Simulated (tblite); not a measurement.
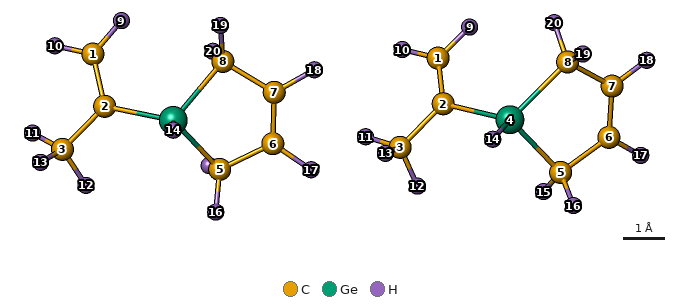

Two geometries of C7H12Ge, drawn at one scale. One is the start of a relaxation, the other its converged end. Style: ball-and-stick. Shown face on.

These are results of tblite 0.8.0, GFN2-xTB geometry optimisation, gas phase, not measurements. 

Which one is relaxed?

Answer. The right one is the relaxed one. H20 moves most after the best rigid fit: 1.46 Å. By element the largest moves are H 1.46 Å, C 0.64 Å, Ge 0.09 Å. Near-neighbour distances that change, for instance: C2–Ge4 1.893 → 1.978 Å, Ge4–C5 1.933 → 1.995 Å, C7–H18 1.140 → 1.082 Å, C6–C7 1.272 → 1.323 Å. Among the angles between lasting bonds that change: C2–Ge4–C8 106.8° → 116.6°, C2–Ge4–H14 117.0° → 108.6°, C3–C2–Ge4 123.6° → 115.6°. Groups turn about Ge4–C8 by about 45°, Ge4–C5 by about 45°, C7–C8 by about 40°. Over 141 geometry steps the energy falls by 76.8 kJ/mol. The run took 2.2 s on 1 thread of Intel(R) Xeon(R) Processor (shared host).
